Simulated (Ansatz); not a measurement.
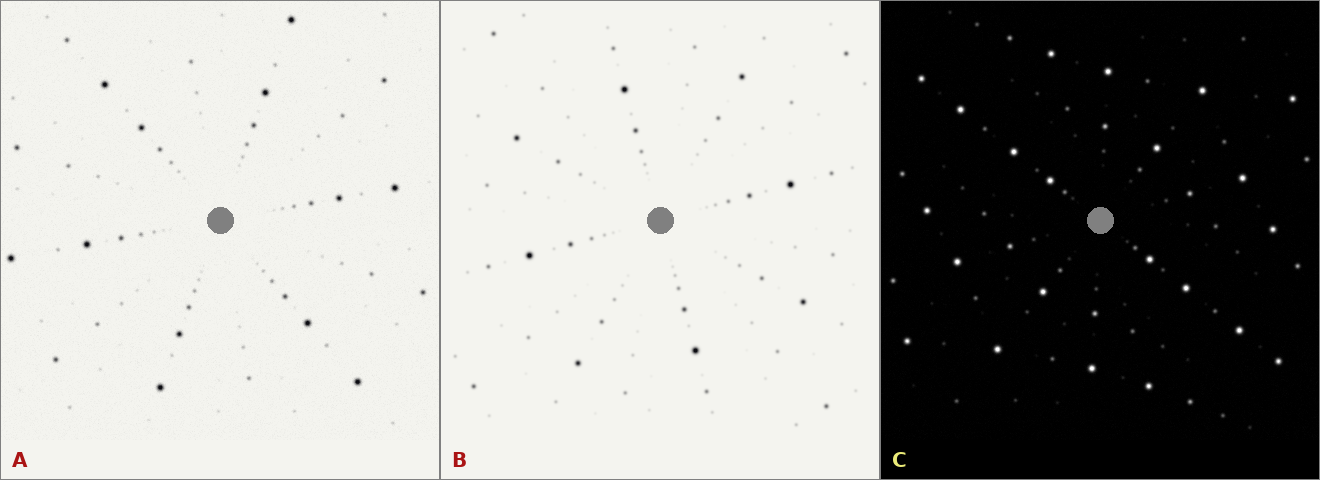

Simulated back-reflection Laue patterns (white X-rays, 0.45 to 2.2 Å, flat plate covering ±45° about the beam, kinematic intensities, seen from the source). Crystal: Cu, space group Fm-3m (No. 225), a = 3.61 Å. Structure: the input geometry of an electronic-structure calculation (not necessarily at equilibrium).

**The directions [001], [110], [111] point towards the source, in some order. Which is which?**

A: [111], symmetry 3m (a threefold axis with three mirror lines). B: [001], symmetry 4mm (a fourfold axis with mirror lines). C: [110], symmetry 2mm (a twofold axis with two mirror lines). The Laue class is m-3m.
